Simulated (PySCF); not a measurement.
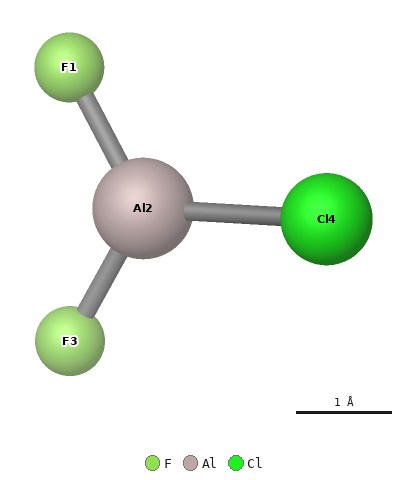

Figure 1. The structure (ball-and-stick view, seen at a tilt; atoms are numbered from 1 in the order of the input). Sticks mark near contacts.

# Excited-state calculation, with input and output: AlClF2

System: AlClF2, SMILES [F][Al]([F])[Cl].
Method: TDDFT (RPBE)/CRENBL, RKS, core potentials crenbl (PySCF 2.14.0).

The geometry was optimised with APF/6-31G.

Log
```
converged SCF energy = -65.6131675586921
Final energy -65.61316755869214
Excitation energies (eV)
[5.41954105 5.55450962 6.52664077 6.6606084  6.67612596]

** Singlet excitation energies and oscillator strengths **
state   eV      nm      f
  1    5.4195    228.8   0.01531
  2    5.5545    223.2   0.01766
  3    6.5266    190.0   0.00000
  4    6.6606    186.1   0.02424
  5    6.6761    185.7   0.00001
```

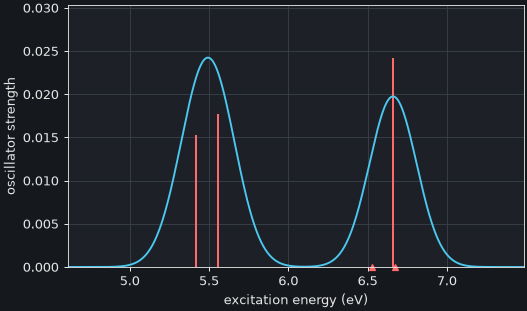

Figure 2. Computed excitations as sticks (degenerate states added up, dark ones marked on the axis), with a Gaussian envelope of 0.35 eV full width at half maximum, scaled to the tallest. Of the 5 states the lowest lies at 5.42 eV (f = 0.015); the strongest line is at 6.66 eV, or 186 nm (f = 0.024).

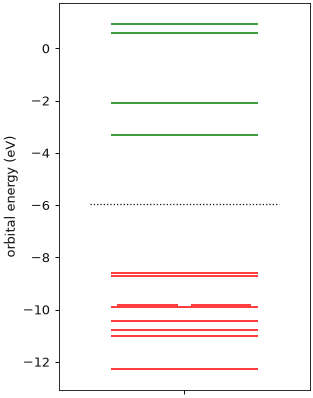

Figure 3. Orbital energies near the frontier; the dotted line parts filled from empty levels, and levels within 0.02 eV of each other stand side by side. Highest filled −8.58 eV, lowest empty −3.31 eV, 5.27 eV apart.

The run was set up as follows.

Input file (run.py)
```python
from pyscf import gto, dft, tdscf

system = gto.M(
    atom=[
    ('F', (1.054055, 0.727572, 1.196706)),
    ('Al', (0.092840, -0.064614, 0.057931)),
    ('F', (0.310820, -1.722666, -0.168803)),
    ('Cl', (-1.380793, 1.013572, -1.079951)),
],
    ecp={'F': 'crenbl', 'Al': 'crenbl', 'Cl': 'crenbl'},
    max_memory=1860,
    verbose=3,
    basis='crenbl',
)

mf = dft.RKS(system, xc='rpbe')
mf = mf.density_fit(auxbasis='def2-universal-jkfit')
mf.kernel()

etot = mf.e_tot
print('Final energy', etot)

td = tdscf.TDDFT(mf)
td.nstates = 5
td.kernel()
td.analyze()
roots = td.e * 27.211386
osc = td.oscillator_strength()
print('state   eV      nm      f')
for i, (w, f) in enumerate(zip(roots, osc), 1):
    print('%3d %9.4f %8.1f %9.5f' % (i, w, 1239.842 / w, f))
```

Run as:
```bash
OMP_NUM_THREADS=1 python run.py
```

Key numbers

```json
{"quantity": "outcome", "value": "converged"}
{"quantity": "total energy", "value": "−65.613168 hartree"}
{"quantity": "basis functions", "value": "64"}
{"quantity": "HOMO", "value": "−8.58 eV"}
{"quantity": "LUMO", "value": "−3.31 eV"}
{"quantity": "dipole moment", "value": "0.44 D"}
{"quantity": "lowest excitation", "value": "5.42 eV"}
{"quantity": "hardware", "value": "1 thread of Arm Neoverse V1, 24 GiB of memory available, shared host"}
{"quantity": "wall time", "value": "23 s"}
{"quantity": "peak memory", "value": "0.37 GiB"}
```
